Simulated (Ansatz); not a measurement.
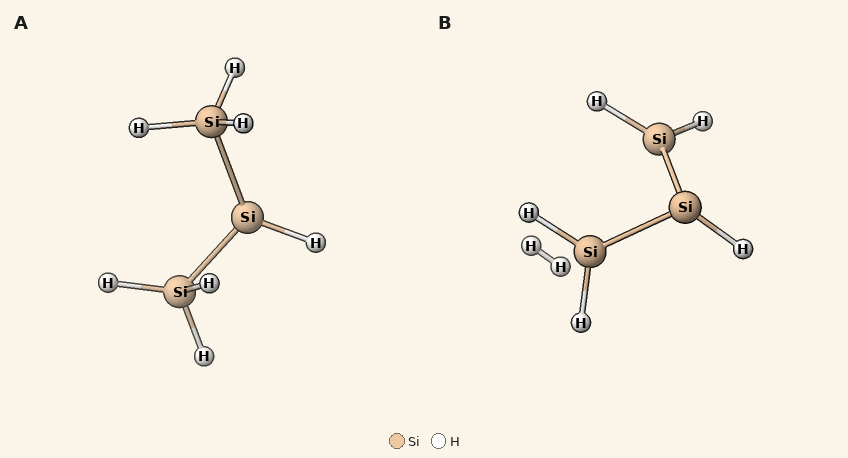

2 stationary structures of one formula. The species has charge +1 and is a spin singlet. Geometries: PBE0-D4/def2-TZVP. Electronic energies: PBE0-D4/def2-TZVPP (Ansatz 0.2.0), without zero-point energy. No frequency run is at hand to confirm each as a minimum. Each is one conformer, not always the lowest.

Which structure is the most stable?

A is lowest; B lies 133.0 kJ/mol above it.

Give E(B) − E(A) in kJ/mol at these levels too: PBE-D4/def2-TZVPP; RHF-CCSD(T) (frozen core)/def2-TZVPP; PBE0-D4/def2-TZVPP; r2SCAN-D4/def2-TZVPP; PBE0-D4/def2-TZVP; ωB97M-V/def2-TZVPP; B3LYP-D4/def2-TZVPP.

```tsv
level	E(B) − E(A) (kJ/mol)
PBE-D4/def2-TZVPP	+116.0
RHF-CCSD(T) (frozen core)/def2-TZVPP	+132.6
PBE0-D4/def2-TZVPP	+133.0
r2SCAN-D4/def2-TZVPP	+131.0
PBE0-D4/def2-TZVP	+133.4
ωB97M-V/def2-TZVPP	+139.4
B3LYP-D4/def2-TZVPP	+125.8
```
